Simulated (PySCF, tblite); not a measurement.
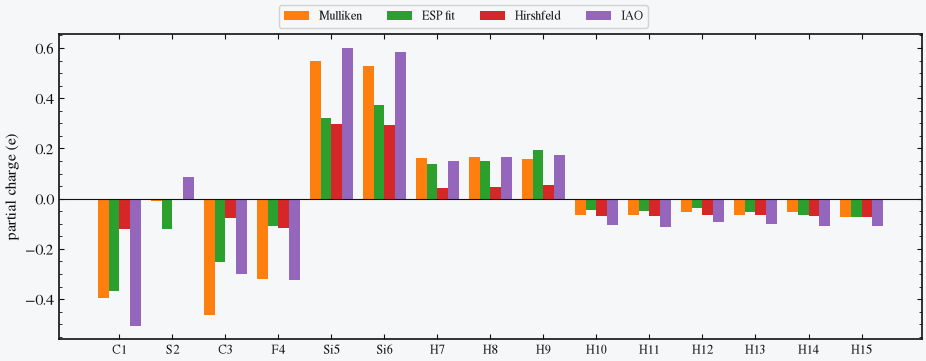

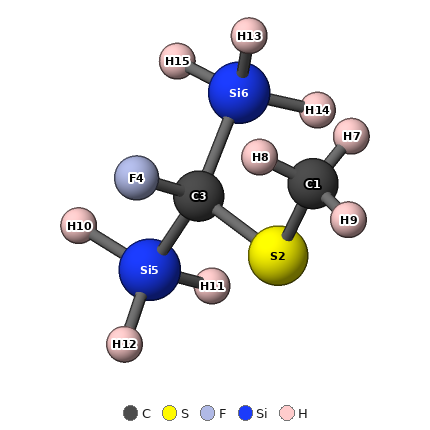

Atomic charges of C₂H₉FSSi₂, SMILES CSC(F)([SiH3])[SiH3] by 4 schemes, PBE0/pcSseg-1 with PySCF 2.14.0, at a GFN2-xTB geometry (a minimum by its frequencies).

Q: Which scheme gives the smallest charges overall?

A: Hirshfeld: mean absolute charge Hirshfeld 0.10, ESP fit 0.16, Mulliken 0.21, IAO 0.23 e.

Q: Which atom is the most negative in each scheme?

A: Mulliken: C3 (−0.46 e); ESP fit: C1 (−0.37 e); Hirshfeld: C1 (−0.12 e) and F4 (−0.12 e); IAO: C1 (−0.51 e).

Note: the tight-binding geometry is rougher than a DFT one and adds to the error; one conformer of a flexible molecule.
